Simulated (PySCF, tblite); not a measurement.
# C3H13B2NSi: geometry, infrared bands and NMR shifts

Aim: predict the infrared bands and NMR shifts of C3H13B2NSi (`CB(C)NBC[SiH3]`).

Computed with tblite 0.8.0 and PySCF 2.14.0, with density-fitted response routines of our own, on a single molecule in the gas phase. Atoms count from 0, in the outputs and in this text.

**1. The starting structure**

20 atoms, charge 0, multiplicity 1; geometry from: force field or distance geometry start.

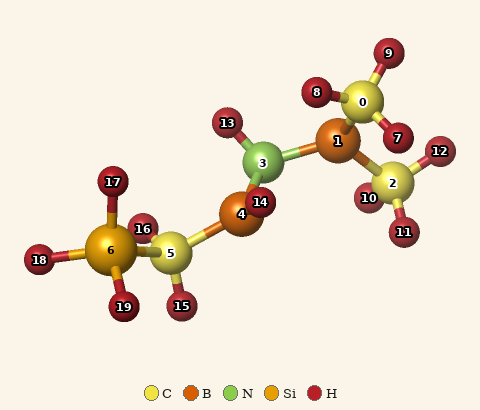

As it starts; carbon yellow, boron orange, nitrogen green, silicon amber, hydrogen red, atoms numbered.

**2. Optimising the geometry with GFN2-xTB**

What the job is given:

```
{"job": {"kind": "relax", "xc": "GFN2-xTB", "basis": "xTB"}, "charge": 0, "multiplicity": 1}
C     -2.082500     1.534600    -0.229500
B     -1.865900    -0.013600     0.020700
C     -2.677500    -1.058000    -0.851400
N     -0.549200    -0.461400     0.596200
B      0.643300    -0.147400    -0.287100
C      1.980800    -0.921500     0.079900
Si     3.445200     0.223100     0.228700
H     -2.130300     1.659600    -1.329500
H     -1.202800     2.092600     0.163600
H     -3.037400     1.832300     0.264300
H     -2.554200    -2.071400    -0.413400
H     -2.222500    -1.094500    -1.867000
H     -3.754600    -0.772900    -0.886700
H     -0.319600    -0.090400     1.536100
H      0.675400     0.948200    -0.771400
H      2.154100    -1.695700    -0.660800
H      1.876500    -1.438400     1.065400
H      3.068200     1.475400     0.900400
H      4.453200    -0.438400     1.095200
H      4.094700     0.448600    -1.066400
```

Started as:

```console
$ OMP_NUM_THREADS=1 python probes_run.py task.json out
```

This one command runs all jobs of the session in turn.

What it wrote:

```text
step      E/eV     max force
  0    -548.13305    2.291
  1    -548.38361    1.538
  2    -548.60413    1.069
  3    -548.66222    0.796
  4    -548.76518    0.721
  5    -548.83045    0.770
  6    -548.97404    1.353
  7    -549.06758    1.170
  8    -549.21681    0.903
  9    -549.28936    0.743
 10    -549.34449    1.640
 11    -549.42477    0.795
 12    -549.46194    0.397
 13    -549.50111    0.474
 14    -549.52390    0.531
 15    -549.56626    0.484
 16    -549.58794    0.422
 17    -549.60323    0.361
 18    -549.61748    0.250
 19    -549.63357    0.282
 20    -549.64445    0.218
 21    -549.65127    0.177
 22    -549.65717    0.178
 23    -549.66494    0.241
 24    -549.67451    0.290
 25    -549.68411    0.282
 26    -549.69318    0.228
 27    -549.70369    0.237
 28    -549.71602    0.247
 29    -549.72853    0.225
 30    -549.74075    0.274
 31    -549.75509    0.317
 32    -549.77451    0.377
 33    -549.78527    0.833
 34    -549.81379    0.277
 35    -549.82778    0.349
 36    -549.83871    0.221
 37    -549.84716    0.271
 38    -549.86304    0.293
 39    -549.87970    0.366
 40    -549.90029    0.324
 41    -549.91746    0.305
 42    -549.92915    0.334
 43    -549.94011    0.380
 44    -549.95004    0.253
 45    -549.96181    0.245
 46    -549.96858    0.216
 47    -549.97490    0.135
 48    -549.97929    0.121
 49    -549.98505    0.152
 50    -549.99112    0.189
 51    -549.99549    0.131
 52    -549.99727    0.103
 53    -549.99814    0.095
 54    -549.99907    0.089
 55    -550.00094    0.112
 56    -550.00328    0.112
 57    -550.00490    0.094
 58    -550.00606    0.109
 59    -550.00711    0.087
 60    -550.00807    0.067
 61    -550.00872    0.052
 62    -550.00916    0.055
 63    -550.00959    0.062
 64    -550.01008    0.046
 65    -550.01052    0.044
 66    -550.01090    0.047
 67    -550.01135    0.070
 68    -550.01205    0.096
 69    -550.01309    0.103
 70    -550.01425    0.090
 71    -550.01516    0.055
 72    -550.01580    0.056
 73    -550.01642    0.068
 74    -550.01721    0.074
 75    -550.01810    0.075
 76    -550.01891    0.058
 77    -550.01955    0.056
 78    -550.02013    0.051
 79    -550.02077    0.070
 80    -550.02156    0.082
 81    -550.02242    0.091
 82    -550.02325    0.085
 83    -550.02406    0.070
 84    -550.02498    0.074
 85    -550.02605    0.076
 86    -550.02703    0.056
 87    -550.02766    0.038
 88    -550.02798    0.038
 89    -550.02822    0.039
 90    -550.02854    0.038
 91    -550.02894    0.068
 92    -550.02941    0.044
 93    -550.02990    0.038
 94    -550.03023    0.039
 95    -550.03055    0.042
 96    -550.03093    0.052
 97    -550.03134    0.043
 98    -550.03179    0.047
 99    -550.03224    0.047
100    -550.03268    0.063
101    -550.03311    0.060
102    -550.03356    0.036
103    -550.03398    0.044
104    -550.03435    0.049
105    -550.03473    0.051
106    -550.03512    0.048
107    -550.03553    0.054
108    -550.03592    0.050
109    -550.03627    0.049
110    -550.03658    0.043
111    -550.03687    0.048
112    -550.03728    0.052
113    -550.03788    0.068
114    -550.03876    0.099
115    -550.03992    0.107
116    -550.04121    0.077
117    -550.04230    0.073
118    -550.04305    0.077
119    -550.04391    0.086
120    -550.04473    0.059
121    -550.04597    0.061
122    -550.04673    0.075
123    -550.04801    0.083
124    -550.04916    0.111
125    -550.05045    0.122
126    -550.05234    0.104
127    -550.05429    0.108
128    -550.05599    0.101
129    -550.05812    0.113
130    -550.05997    0.110
131    -550.06181    0.104
132    -550.06340    0.096
133    -550.06470    0.086
134    -550.06655    0.082
135    -550.06770    0.122
136    -550.06661    0.164
137    -550.07025    0.127
138    -550.07176    0.107
139    -550.07526    0.127
140    -550.07864    0.144
141    -550.08124    0.146
142    -550.08208    0.119
143    -550.08397    0.094
144    -550.08481    0.073
145    -550.08639    0.088
146    -550.08728    0.110
147    -550.08864    0.128
148    -550.09067    0.118
149    -550.09385    0.158
150    -550.09395    0.207
151    -550.09998    0.134
152    -550.10209    0.119
153    -550.10495    0.123
154    -550.10639    0.133
155    -550.10992    0.142
156    -550.11510    0.219
157    -550.12065    0.186
158    -550.12652    0.184
159    -550.12386    0.278
160    -550.13454    0.133
161    -550.13676    0.127
162    -550.13941    0.105
163    -550.14055    0.085
164    -550.14251    0.061
165    -550.14333    0.090
166    -550.14430    0.075
167    -550.14572    0.080
168    -550.14752    0.088
169    -550.14948    0.088
170    -550.15136    0.101
171    -550.15239    0.136
172    -550.15381    0.083
173    -550.15463    0.050
174    -550.15544    0.053
175    -550.15585    0.053
176    -550.15621    0.034
177    -550.15642    0.034
178    -550.15660    0.032
179    -550.15680    0.039
180    -550.15707    0.033
181    -550.15726    0.025
182    -550.15742    0.025
183    -550.15759    0.033
184    -550.15784    0.035
185    -550.15821    0.044
186    -550.15866    0.043
187    -550.15913    0.051
188    -550.15966    0.054
189    -550.16040    0.077
190    -550.16151    0.098
191    -550.16292    0.115
192    -550.16407    0.088
193    -550.16493    0.062
194    -550.16562    0.061
195    -550.16638    0.066
196    -550.16714    0.064
197    -550.16786    0.063
198    -550.16849    0.056
199    -550.16912    0.062
200    -550.16977    0.058
201    -550.17071    0.066
202    -550.17152    0.061
203    -550.17236    0.053
204    -550.17294    0.045
205    -550.17327    0.035
206    -550.17338    0.043
207    -550.17349    0.021
208    -550.17354    0.020
209    -550.17359    0.020
210    -550.17364    0.017
211    -550.17370    0.014
212    -550.17374    0.010
```

Wall time 1.6 s (1 thread of Arm Neoverse V1, shared host); peak memory 0.18 GiB.

Along the way: (not every step is listed)

| step | energy from step 0 (eV) | largest force (eV/Å) |
| --- | --- | --- |
| 0 | 0.0000 | 2.2913 |
| 1 | -0.2506 | 1.5377 |
| 2 | -0.4711 | 1.0691 |
| 3 | -0.5292 | 0.7964 |
| 4 | -0.6321 | 0.7209 |
| 5 | -0.6974 | 0.7702 |
| 6 | -0.8410 | 1.3529 |
| 7 | -0.9345 | 1.1702 |
| 8 | -1.0838 | 0.9028 |
| 27 | -1.5706 | 0.2373 |
| 46 | -1.8355 | 0.2163 |
| 65 | -1.8775 | 0.0435 |
| 84 | -1.8919 | 0.0737 |
| 103 | -1.9009 | 0.0436 |
| 122 | -1.9137 | 0.0746 |
| 141 | -1.9482 | 0.1464 |
| 160 | -2.0015 | 0.1330 |
| 179 | -2.0237 | 0.0390 |
| 198 | -2.0354 | 0.0559 |
| 207 | -2.0404 | 0.0211 |
| 208 | -2.0405 | 0.0202 |
| 209 | -2.0405 | 0.0197 |
| 210 | -2.0406 | 0.0168 |
| 211 | -2.0407 | 0.0137 |
| 212 | -2.0407 | 0.0102 |

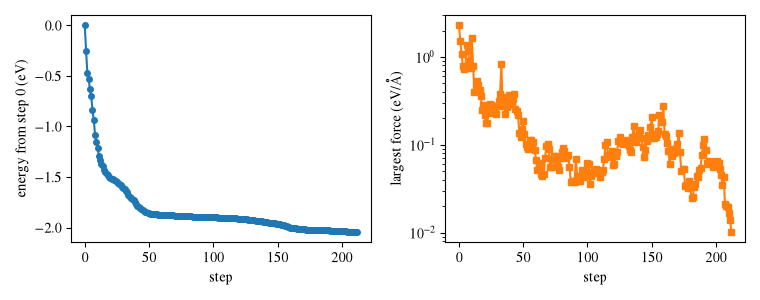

Energy and largest force along the relaxation.

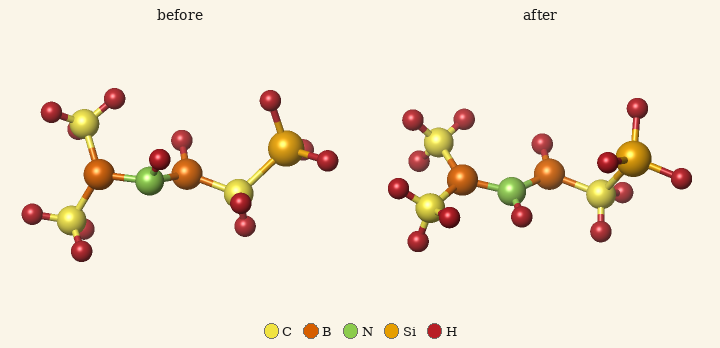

Before and after, at one scale.

Close pairs (by a distance rule), those that changed most:

| bond | before (Å) | after (Å) | change (Å) |
| --- | --- | --- | --- |
| N3–B4 | 1.517 | 1.414 | -0.103 |
| B1–N3 | 1.505 | 1.418 | -0.087 |
| C5–Si6 | 1.865 | 1.906 | +0.042 |
| C0–H8 | 1.113 | 1.085 | -0.029 |
| C2–H12 | 1.115 | 1.087 | -0.028 |
| C0–H9 | 1.115 | 1.088 | -0.028 |
| B4–H14 | 1.198 | 1.171 | -0.027 |
| C5–H16 | 1.118 | 1.092 | -0.026 |

The next job starts from the end point, and lists it.

**3. Vibrational analysis with GFN2-xTB**

What the job is given:

```
{"job": {"kind": "ir", "xc": "GFN2-xTB", "basis": "xTB"}, "charge": 0, "multiplicity": 1}
C     -2.049278     1.405173    -1.062768
B     -1.607331     0.088798    -0.302737
C     -2.702339    -0.809417     0.420280
N     -0.264119    -0.365206    -0.282774
B      0.926683     0.165810    -0.828779
C      2.280054    -0.595087    -0.605424
Si     3.083663    -0.041124     1.031987
H     -2.538620     1.138504    -1.999153
H     -1.224705     2.065538    -1.309412
H     -2.778154     1.977498    -0.492853
H     -2.311780    -1.334222     1.291001
H     -3.061604    -1.574314    -0.268886
H     -3.575497    -0.245437     0.737766
H     -0.133992    -1.236765     0.218210
H      0.900201     1.184135    -1.406874
H      2.998150    -0.405786    -1.403299
H      2.144264    -1.677178    -0.549277
H      2.201639    -0.354619     2.163433
H      4.344758    -0.772211     1.212171
H      3.362860     1.396591     1.024654
```

What it wrote:

```text
mode    cm-1     km/mol
  1     -69.8      0.63
  2     -13.5      0.63
  3      37.9      0.11
  4      56.0      0.03
  5      99.3      0.04
  6     128.8      0.94
  7     170.4      0.13
  8     214.3      1.28
  9     286.2      0.40
 10     354.7      1.29
 11     371.0      0.36
 12     433.2      2.41
 13     508.1     39.24
 14     539.0     31.33
 15     686.7     10.28
 16     703.2      8.39
 17     734.3      5.40
 18     760.9     15.42
 19     780.7     23.31
 20     791.5    192.91
 21     796.6    211.48
 22     801.4    619.50
 23     839.8      5.11
 24     855.3      1.26
 25     895.9     53.67
 26     906.8    133.38
 27     955.2     39.86
 28    1037.4     42.84
 29    1055.7      9.93
 30    1112.7    194.81
 31    1137.4    172.47
 32    1239.3     18.30
 33    1299.3    187.30
 34    1388.7     40.66
 35    1391.7    695.99
 36    1401.0    230.02
 37    1475.4      3.30
 38    1491.1      0.85
 39    1498.7      6.69
 40    1500.0      0.32
 41    1510.4      1.35
 42    2217.3    469.33
 43    2224.3    248.93
 44    2256.7    272.12
 45    2628.9    148.06
 46    2959.2     52.46
 47    2987.2     42.84
 48    2997.8     26.42
 49    3007.1     44.67
 50    3014.6     45.06
 51    3030.0     25.25
 52    3044.4     49.81
 53    3066.8     31.47
 54    3383.5      9.25
```

It took 0.72 s on 1 thread of Arm Neoverse V1, shared host; peak memory 0.18 GiB.

The strongest bands and the atoms that carry them (share of the mass-weighted mode):

| cm⁻¹ | km/mol | atoms |
| --- | --- | --- |
| 797 | 211.5 | H17 38 %, H18 28 % |
| 801 | 619.5 | H18 27 %, H17 25 %, Si6 16 %, H19 14 % |
| 1113 | 194.8 | H16 36 %, H15 31 %, C5 20 % |
| 1392 | 696.0 | N3 26 %, H13 14 % |
| 1401 | 230.0 | N3 15 %, H11 14 %, H10 12 %, H13 12 % |
| 2217 | 469.3 | H18 60 %, H17 36 % |
| 2224 | 248.9 | H17 61 %, H18 36 % |
| 2257 | 272.1 | H19 96 % |

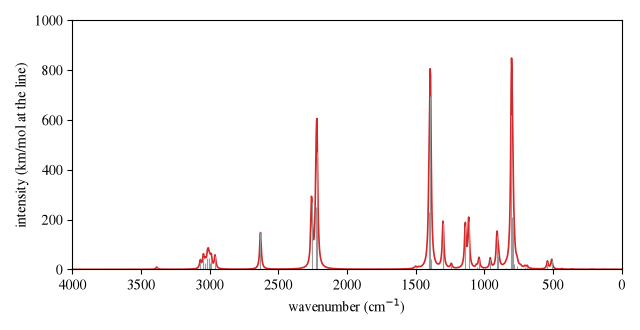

The infrared spectrum from these modes, unscaled. Lines are broadened to a width of 14 cm⁻¹ (Lorentzian).

**4. Shielding tensors: PBE0/pcSseg-1**

The job, as its differences from that of step 3:

```diff
@@ -1,2 +1,2 @@
-{"job": {"kind": "ir", "xc": "GFN2-xTB", "basis": "xTB"}, "charge": 0, "multiplicity": 1}
+{"job": {"kind": "nmr", "xc": "PBE0", "basis": "pcSseg-1"}, "charge": 0, "multiplicity": 1}
 C     -2.049278     1.405173    -1.062768
```

With the program's defaults for keys left out, this is: GIAO PBE0/pcSseg-1 NMR shielding, non-relativistic, gas phase.

What it wrote:

```text
coarse grid: 16176 points
cycle   1  E = -515.6125793225  dE =  3.519e-01  |g| = 5.836e-01  |ddm| = 3.723e+00
cycle   2  E = -515.5934024041  dE =  1.918e-02  |g| = 6.511e-01  |ddm| = 1.027e+00
cycle   3  E = -515.7000867689  dE = -1.067e-01  |g| = 5.681e-02  |ddm| = 5.693e-01
cycle   4  E = -515.7006334620  dE = -5.467e-04  |g| = 3.080e-02  |ddm| = 5.887e-02
cycle   5  E = -515.7008360600  dE = -2.026e-04  |g| = 4.902e-03  |ddm| = 2.079e-02
cycle   6  E = -515.7008417957  dE = -5.736e-06  |g| = 1.543e-03  |ddm| = 5.832e-03
final grid: 148800 points
cycle   7  E = -515.7350794871  dE = -4.081e-05  |g| = 9.315e-03  |ddm| = 2.781e-02
cycle   8  E = -515.7350719951  dE =  7.492e-06  |g| = 1.089e-02  |ddm| = 1.645e-02
cycle   9  E = -515.7351015197  dE = -2.952e-05  |g| = 6.560e-04  |ddm| = 8.654e-03
cycle  10  E = -515.7351016080  dE = -8.827e-08  |g| = 2.285e-04  |ddm| = 5.820e-04
cycle  11  E = -515.7351016186  dE = -1.061e-08  |g| = 5.984e-05  |ddm| = 1.750e-04
cycle  12  E = -515.7351016194  dE = -7.576e-10  |g| = 1.874e-05  |ddm| = 5.615e-05
converged SCF energy = -515.7351016194

GIAO shielding tensors (ppm)
atom      isotropic    diamagn.    paramagn.     s11        s22        s33       span
  0 C      181.578     253.030     -71.452    164.747    186.601    193.385     28.638
  1 B       44.696     189.574    -144.878    -10.292     33.215    111.166    121.459
  2 C      176.622     254.184     -77.561    166.773    169.108    193.986     27.213
  3 N       81.472     324.576    -243.104    -57.532    106.275    195.672    253.205
  4 B       51.743     194.966    -143.223     -2.818     39.954    118.091    120.910
  5 C      178.499     258.983     -80.484    163.770    174.381    197.345     33.574
  6 Si     425.944     879.615    -453.672    391.347    418.294    468.190     76.843
  7 H       31.324      29.647       1.677     27.875     28.741     37.358      9.483
  8 H       30.665      33.078      -2.413     25.445     30.120     36.429     10.984
  9 H       31.187      30.517       0.670     27.107     29.670     36.782      9.675
 10 H       31.476      32.761      -1.285     27.285     30.392     36.752      9.468
 11 H       31.150      29.969       1.181     27.821     28.844     36.784      8.962
 12 H       30.984      30.267       0.717     26.741     29.938     36.271      9.530
 13 H       25.338      36.535     -11.198     21.260     24.569     30.184      8.923
 14 H       25.784      33.546      -7.762     22.760     24.772     29.819      7.059
 15 H       30.754      30.508       0.246     27.043     27.851     37.369     10.326
 16 H       31.295      33.396      -2.101     27.562     29.363     36.960      9.399
 17 H       27.971      29.886      -1.915     24.226     27.197     32.491      8.265
 18 H       27.565      27.998      -0.433     24.366     25.077     33.252      8.886
 19 H       27.770      28.990      -1.220     24.562     25.866     32.881      8.319
```

Run time: 32 s. Hardware: 1 thread of Arm Neoverse V1, shared host; peak memory 0.85 GiB.

Shifts follow as δ = σ(reference) − σ, with reference shieldings (ppm) from runs at the same level and on the same kind of geometry: 1H TMS 31.72, 13C TMS 186.9, 29Si TMS 349.2, 15N NH3 267.7, 11B BF3·OEt2 100.1. The references are single molecules in the gas phase, so shifts against H2O, NH3, PH3, H3PO4 or CFCl3 are not on the usual liquid scales and can be off by tens of ppm. Atoms listed in one row are averaged.

| atoms | environment | σ (ppm) | δ (ppm) | δ scaled to CDCl3 |
| --- | --- | --- | --- | --- |
| C5 | sp3 CH2 bonded to B and Si | 178.5 | 8.4 | 6.3 |
| C0, C2 | methyl carbon bonded to B | 179.1 | 7.8 | 5.7 |
| H13 | hydrogen on a nitrogen bonded to 2 B | 25.34 | 6.38 | – |
| H14 | hydrogen on a boron bonded to C, N | 25.78 | 5.93 | – |
| H17, H18, H19 | hydrogen on a silicon bonded to C | 27.77 | 3.95 | – |
| H15, H16 | hydrogen on an sp3 CH2 bonded to B and Si | 31.02 | 0.69 | 0.76 |
| H7, H8, H9, H10, H11, H12 | hydrogen on a methyl carbon bonded to B | 31.13 | 0.59 | 0.66 |
| B1 | boron bonded to 2 C, N | 44.7 | 55.4 | – |
| B4 | boron bonded to C, N, H | 51.7 | 48.3 | – |
| N3 | nitrogen bonded to 2 B, H | 81.5 | 186.3 | – |
| Si6 | silicon bonded to C, 3 H | 425.9 | -76.8 | – |

The scaled column applies a straight-line fit of computed shieldings to shifts measured in CDCl3 (root-mean-square error 0.16 ppm for H, 1.9 ppm for C).

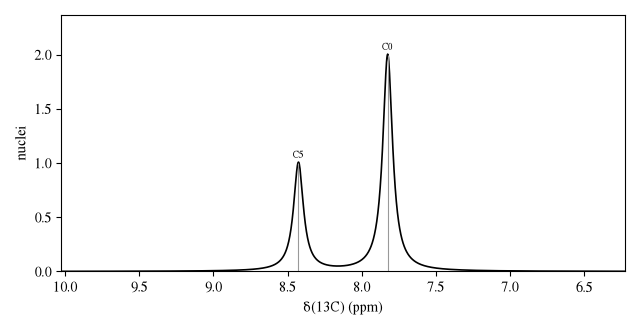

13C lines at the computed shifts, without couplings. Lines are broadened to a width of 0.08 ppm (Lorentzian).

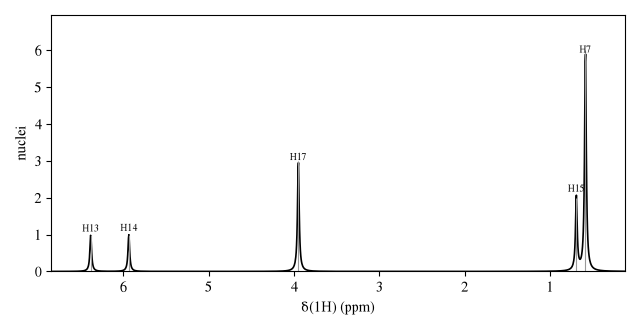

1H lines at the computed shifts, without couplings. Lines are broadened to a width of 0.02 ppm (Lorentzian).

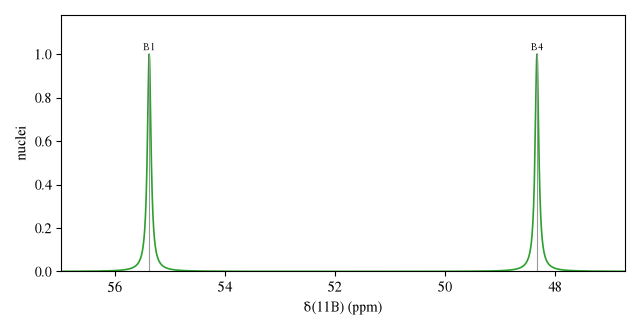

11B lines at the computed shifts, without couplings. Lines are broadened to a width of 0.08 ppm (Lorentzian).

The run also stored atomic charges by several schemes (e):

| atoms | Mulliken | IAO | Hirshfeld | ESP fit |
| --- | --- | --- | --- | --- |
| C0, C2 | -0.52 | -0.58 | -0.20 | -0.76 |
| B1 | 0.45 | 0.35 | 0.22 | 0.86 |
| N3 | -0.49 | -0.42 | -0.21 | -0.83 |
| B4 | 0.34 | 0.17 | 0.16 | 0.44 |
| C5 | -0.76 | -0.68 | -0.23 | -0.54 |
| Si6 | 0.47 | 0.62 | 0.32 | 0.46 |

Hirshfeld charges:

C0 -0.20; B1 0.22; C2 -0.20; N3 -0.21; B4 0.16; C5 -0.23; Si6 0.32; H7 0.04; H8 0.03; H9 0.04; H10 0.03; H11 0.04; H12 0.04; H13 0.12; H14 -0.06; H15 0.04; H16 0.04; H17 -0.08; H18 -0.08; H19 -0.08

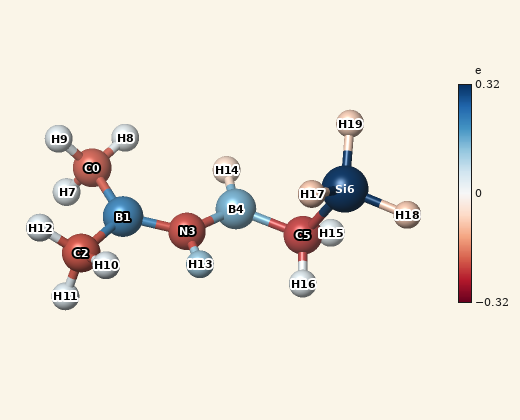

Hirshfeld charges, as colours on the atoms.

Mayer bond orders: C0–B1 1.04, B1–C2 1.02, B1–N3 1.18, N3–B4 1.20, B4–C5 1.00, C5–Si6 0.91.

**5. Summary of results**

| quantity | value |
| --- | --- |
| strongest single infrared mode (GFN2-xTB) | 1392 cm⁻¹, 696 km/mol |
| zero-point energy (GFN2-xTB) | 98.7 kcal/mol |
| 13C shifts against TMS (PBE0/pcSseg-1, means over atoms taken as alike) | 8.4, 7.8 ppm |
| 1H shifts against TMS (PBE0/pcSseg-1, means over atoms taken as alike) | 6.38, 5.93, 3.95, 0.69, 0.59 ppm |
| 11B shifts against BF3·OEt2 (PBE0/pcSseg-1) | 55.4, 48.3 ppm |
| 15N shifts against NH3 (PBE0/pcSseg-1) | 186.3 ppm |
| 29Si shifts against TMS (PBE0/pcSseg-1) | -76.8 ppm |

Relaxing lowered the energy by 2.041 eV in 212 steps; the close pair that moved most is N3–B4, from 1.517 to 1.414 Å. The lowest mode is imaginary (70i cm⁻¹), so the xTB geometry is not a minimum. GFN2-xTB is a fitted tight-binding method: band positions and strengths are rough. Its intensities can rank the bands wrongly. At PBE0/pcSseg-1: The widest tensor belongs to N3: span 253 ppm, with a paramagnetic part of -243 ppm.
